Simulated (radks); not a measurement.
**Kr²⁺ with its nuclear charge varied continuously**

What is the energy between the elements? 34 electrons are held in [Ar] 3d10 4s2 4p4 while Z is changed in small steps.

Program: radks (a radial shooting solver on a logarithmic mesh, Libxc functionals) version 1. Level of theory: Dirac Kohn-Sham, LDA (Slater exchange, Perdew-Wang correlation), spin-unpolarised, spherical densities, point nucleus; open shells fill j = l - 1/2 first. These are calculated values, not measurements, unless marked.

### Step 1. Starting point

- element: krypton (Z = 36)
- charge: +2
- electrons: 34
- configuration: [Ar] 3d10 4s2 4p4

### Step 2. Z = 36

Settings of this run:

```text
Z 36
configuration [Ar] 3d10 4s2 4p4
relativity Dirac
functional lda,pw
spin unpolarised
j_filling energy
nucleus point
c 137.035999084
```

### Step 3. Z = 35

Input: that of step 2 with these lines changed.

```diff
@@ -1,2 +1,2 @@
-Z 36
+Z 35
 configuration [Ar] 3d10 4s2 4p4
```

### Step 4. Z = 35.2

Input: that of step 3 with these lines changed.

```diff
@@ -1,2 +1,2 @@
-Z 35
+Z 35.2
 configuration [Ar] 3d10 4s2 4p4
```

### Step 5. Z = 35.4

Input: that of step 4 with these lines changed.

```diff
@@ -1,2 +1,2 @@
-Z 35.2
+Z 35.4
 configuration [Ar] 3d10 4s2 4p4
```

### Step 6. Z = 35.6

Input: that of step 5 with these lines changed.

```diff
@@ -1,2 +1,2 @@
-Z 35.4
+Z 35.6
 configuration [Ar] 3d10 4s2 4p4
```

### Step 7. Z = 35.8

Input: that of step 6 with these lines changed.

```diff
@@ -1,2 +1,2 @@
-Z 35.6
+Z 35.8
 configuration [Ar] 3d10 4s2 4p4
```

### Step 8. Z = 36.2

Input: that of step 7 with these lines changed.

```diff
@@ -1,2 +1,2 @@
-Z 35.8
+Z 36.2
 configuration [Ar] 3d10 4s2 4p4
```

### Step 9. Z = 36.4

Input: that of step 8 with these lines changed.

```diff
@@ -1,2 +1,2 @@
-Z 36.2
+Z 36.4
 configuration [Ar] 3d10 4s2 4p4
```

### Step 10. Z = 36.6

Input: that of step 9 with these lines changed.

```diff
@@ -1,2 +1,2 @@
-Z 36.4
+Z 36.6
 configuration [Ar] 3d10 4s2 4p4
```

### Step 11. Z = 36.8

Input: that of step 10 with these lines changed.

```diff
@@ -1,2 +1,2 @@
-Z 36.6
+Z 36.8
 configuration [Ar] 3d10 4s2 4p4
```

### Step 12. Z = 37

Input: that of step 11 with these lines changed.

```diff
@@ -1,2 +1,2 @@
-Z 36.8
+Z 37
 configuration [Ar] 3d10 4s2 4p4
```

What does the calculation give? Wanted: for each run, Z; E; E(electron-nucleus)/Z; highest level; its energy; <r>.

As calculated:

| Z | E (hartree) | E(electron-nucleus)/Z (hartree) | highest level | its energy (eV) | <r> (bohr) |
| --- | --- | --- | --- | --- | --- |
| 35 | -2602.84075 | -179.336 | 4p3/2 | -17.389 | 1.972 |
| 35.2 | -2638.84543 | -180.711 | 4p3/2 | -19.886 | 1.920 |
| 35.4 | -2675.12519 | -182.086 | 4p3/2 | -22.480 | 1.872 |
| 35.6 | -2711.68002 | -183.462 | 4p3/2 | -25.170 | 1.828 |
| 35.8 | -2748.50993 | -184.837 | 4p3/2 | -27.952 | 1.786 |
| 36 | -2785.61494 | -186.213 | 4p3/2 | -30.825 | 1.746 |
| 36.2 | -2822.99512 | -187.589 | 4p3/2 | -33.787 | 1.709 |
| 36.4 | -2860.65050 | -188.965 | 4p3/2 | -36.838 | 1.674 |
| 36.6 | -2898.58116 | -190.342 | 4p3/2 | -39.974 | 1.641 |
| 36.8 | -2936.78719 | -191.719 | 4p3/2 | -43.197 | 1.610 |
| 37 | -2975.26869 | -193.096 | 4p3/2 | -46.504 | 1.580 |

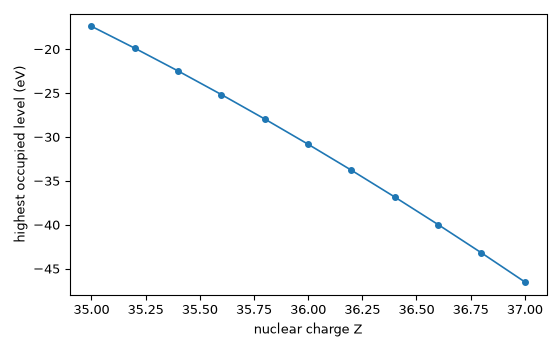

The highest occupied level against the nuclear charge.

In words: At Z = 36 the central difference of E is -186.213 hartree, against -186.213 from the Hellmann-Feynman theorem. The top level goes from -17.389 eV at Z = 35 to -46.504 eV at Z = 37.
